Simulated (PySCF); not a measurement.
# C₂H₆FPSi₂: electronic excitations

Wanted: the electronic excitations of C₂H₆FPSi₂ (`C#C[SiH2]P[SiH2]F`), by calculation.

Computed with PySCF 2.14.0, with density-fitted response routines of our own, on a single molecule in the gas phase. Atoms are numbered from 0 throughout.

## (1) Starting geometry

12 atoms, charge 0, multiplicity 1; geometry from: GFN2-xTB.

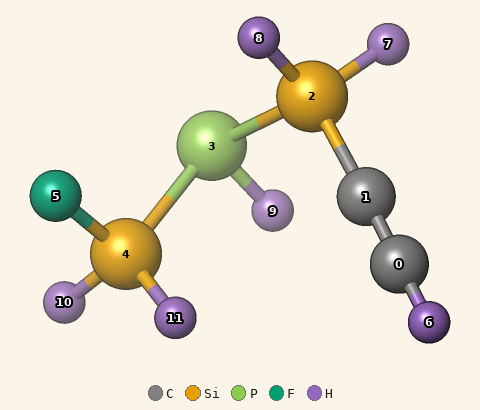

As it starts; carbon grey, silicon amber, phosphorus green, fluorine teal, hydrogen purple, atoms numbered.

## (2) Excited states and response: B3LYP/def2-SVPD

Job settings and geometry (Å):

```
{"job": {"kind": "uv", "xc": "B3LYP", "basis": "def2-SVPD", "nstates": 8, "ntriplets": 3}, "charge": 0, "multiplicity": 1}
C      1.783110    -1.316191     1.541490
C      1.605113    -0.383602     0.802230
Si     1.263556     1.008791    -0.372584
P     -0.533375     0.610454    -1.662676
Si    -2.032534    -0.108839    -0.188040
F     -2.510792     1.196488     0.624951
H      1.955321    -2.121616     2.197360
H      2.412226     1.139099    -1.275235
H      1.004321     2.226444     0.398467
H     -0.152149    -0.655717    -2.064183
H     -3.222232    -0.580069    -0.883385
H     -1.571367    -1.015928     0.855579
```

Method: TDDFT B3LYP/def2-SVPD, vertical, gas phase, core orbitals frozen in the response.

Run with:

```bash
$ OMP_NUM_THREADS=1 python probes_run.py task.json out
```

The driver reads the jobs from task.json and runs them one after another.

Output:

```text
coarse grid: 11856 points
cycle   1  E = -1099.4379262080  dE =  3.725e-01  |g| = 6.082e-01  |ddm| = 7.759e+00
cycle   2  E = -1099.3405924137  dE =  9.733e-02  |g| = 9.775e-01  |ddm| = 2.311e+00
cycle   3  E = -1099.5133243849  dE = -1.727e-01  |g| = 1.081e-01  |ddm| = 9.479e-01
cycle   4  E = -1099.5156114512  dE = -2.287e-03  |g| = 3.942e-02  |ddm| = 2.004e-01
cycle   5  E = -1099.5158447085  dE = -2.333e-04  |g| = 2.906e-02  |ddm| = 7.496e-02
cycle   6  E = -1099.5160620890  dE = -2.174e-04  |g| = 2.652e-03  |ddm| = 3.373e-02
cycle   7  E = -1099.5160641228  dE = -2.034e-06  |g| = 6.898e-04  |ddm| = 7.464e-03
final grid: 102032 points
cycle   8  E = -1099.6541360442  dE = -1.543e-05  |g| = 2.436e-03  |ddm| = 6.648e-02
cycle   9  E = -1099.6541350948  dE =  9.494e-07  |g| = 3.324e-03  |ddm| = 9.248e-03
cycle  10  E = -1099.6541376481  dE = -2.553e-06  |g| = 4.190e-04  |ddm| = 4.176e-03
cycle  11  E = -1099.6541376783  dE = -3.022e-08  |g| = 1.468e-04  |ddm| = 6.908e-04
cycle  12  E = -1099.6541376822  dE = -3.867e-09  |g| = 9.264e-05  |ddm| = 2.776e-04
cycle  13  E = -1099.6541376844  dE = -2.201e-09  |g| = 2.098e-05  |ddm| = 1.157e-04
cycle  14  E = -1099.6541376845  dE = -1.196e-10  |g| = 3.633e-06  |ddm| = 3.916e-05
converged SCF energy = -1099.6541376845

Static polarisability (au): isotropic 102.128, principal 80.490 108.092 117.803

Singlet excitations
state   eV       nm        f      main configurations
  1   5.4684    226.7   0.01095   H->L 0.76, H->L+1 0.21
  2   5.7648    215.1   0.10387   H->L+1 0.60, H->L 0.18
  3   5.8600    211.6   0.02506   H->L+2 0.69, H->L+1 0.10, H-1->L+2 0.09
  4   6.0319    205.5   0.00625   H-1->L+1 0.36, H-1->L 0.26, H-2->L+1 0.15
  5   6.2803    197.4   0.00556   H-2->L+1 0.28, H-1->L+2 0.21, H-2->L 0.18
  6   6.3734    194.5   0.00706   H->L+4 0.65, H->L+3 0.28
  7   6.4588    192.0   0.01810   H->L+3 0.26, H->L+4 0.20, H-2->L+1 0.11
  8   6.5414    189.5   0.00684   H-2->L+2 0.32, H->L+3 0.22, H-1->L+2 0.21

Triplet excitations (Tamm-Dancoff, eV): 4.8591 5.1474 5.2782
```

Wall time 43 s (1 thread of Arm Neoverse N1, shared host); peak memory 0.69 GiB.

The orbitals next to the gap, with their largest atomic shares:

```csv
orbital,eV,atoms
HOMO−3,-8.90,"P3 21 %, Si4 18 %, H10 13 %"
HOMO−2,-8.28,"C1 33 %, C0 32 %, P3 11 %"
HOMO−1,-8.19,"C1 35 %, C0 35 %, Si2 8 %"
HOMO,-7.29,"P3 58 %, Si4 9 %, C1 8 %"
LUMO,-0.82,"Si4 22 %, P3 20 %, Si2 14 %"
LUMO+1,-0.73,"Si2 17 %, C1 16 %, P3 16 %"
LUMO+2,-0.42,"C0 27 %, C1 25 %, Si2 17 %"
```

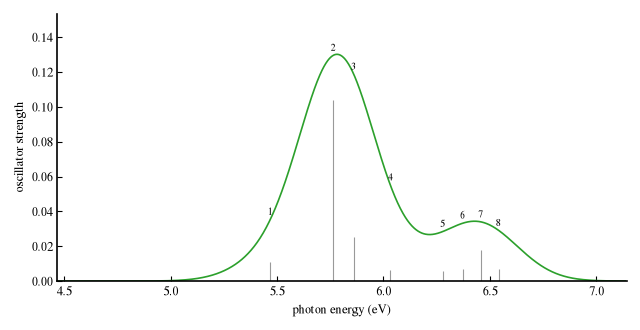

Absorption spectrum from the 8 singlet states computed; above the last one it falls off for lack of states. Lines are broadened to a width of 0.40 eV (Gaussian).

Further results of this job:

```csv
property,computed
dipole moment (D),2.09
polarisability (Å³),15.13
HOMO–LUMO gap (eV),6.47
−ε(HOMO) (eV),7.29
```

## (3) Summary of results

```
                                quantity                        value
        lowest singlet (B3LYP/def2-SVPD)  5.47 eV (227 nm), f = 0.011
brightest single state of those computed  state 2, 5.76 eV, f = 0.104
                          lowest triplet                      4.86 eV
```

**Reading.** The lowest singlet, at 5.47 eV, is HOMO→LUMO 0.76, HOMO→LUMO+1 0.21 and is weak; of the 8 states computed, the strongest absorption comes from state 2 at 5.76 eV. The lowest triplet lies 0.61 eV below the lowest singlet (triplets in Tamm-Dancoff, singlets in full TDDFT).
